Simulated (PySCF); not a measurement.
Input file:

```
{"job": {"kind": "nmr", "xc": "PBE0", "basis": "pcSseg-1"}, "charge": 0, "multiplicity": 1}
C      3.568073     1.190417    -0.872346
S      3.219072    -0.551396    -0.482683
C      1.495613    -0.459022    -0.227581
C      0.726118    -1.492802     0.109142
Si    -1.115461    -1.365775     0.366375
S     -1.611460     0.710622     0.030573
Si    -3.715057     0.784083     0.405091
H      4.629244     1.258133    -1.089395
H      2.988570     1.489781    -1.740681
H      3.323679     1.809001    -0.013851
H      1.082359     0.528305    -0.368734
H      1.185988    -2.462535     0.241081
H     -1.882178    -2.157112    -0.595206
H     -1.522435    -1.699730     1.730656
H     -4.377909    -0.148224    -0.498675
H     -4.047556     2.171012     0.136307
H     -3.953658     0.407273     1.792808
```

Command:

```sh
OMP_NUM_THREADS=1 python probes_run.py task.json out
```

Geometry: GFN2-xTB.

These are results of PySCF 2.14.0, PBE0/pcSseg-1, SCF density, gas phase, non-relativistic, not measurements.

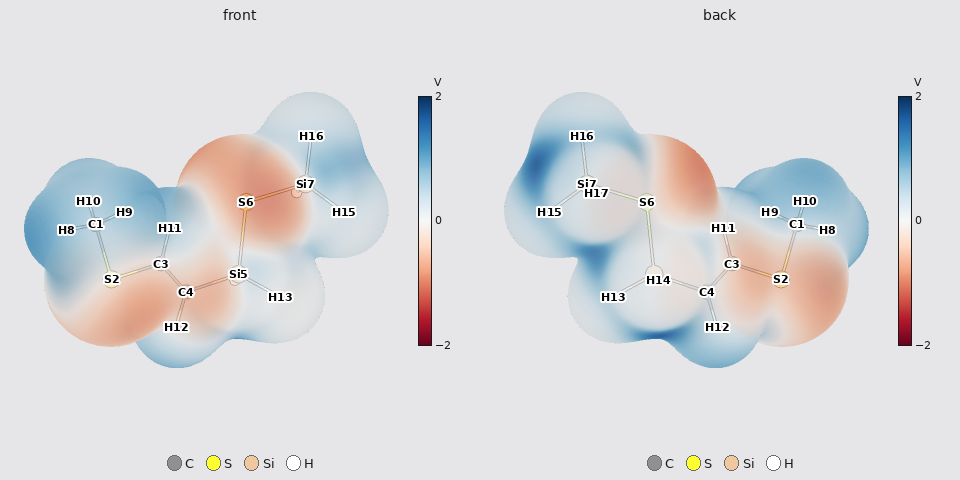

C$_{3}$H$_{10}$S$_{2}$Si$_{2}$. The electrostatic potential painted on the density surface at 0.002 e/bohr³, seen from the front and from behind; red is negative and blue positive.

### Where is the surface potential most negative and most positive?

The most negative region (about −1.0 V, or −23 kcal/mol for a unit charge) lies over S6, the most positive (about +1.6 V, or +37 kcal/mol for a unit charge) over Si5 and Si7.

### What dipole moment does the calculation give?

Its dipole moment is 0.60 D.
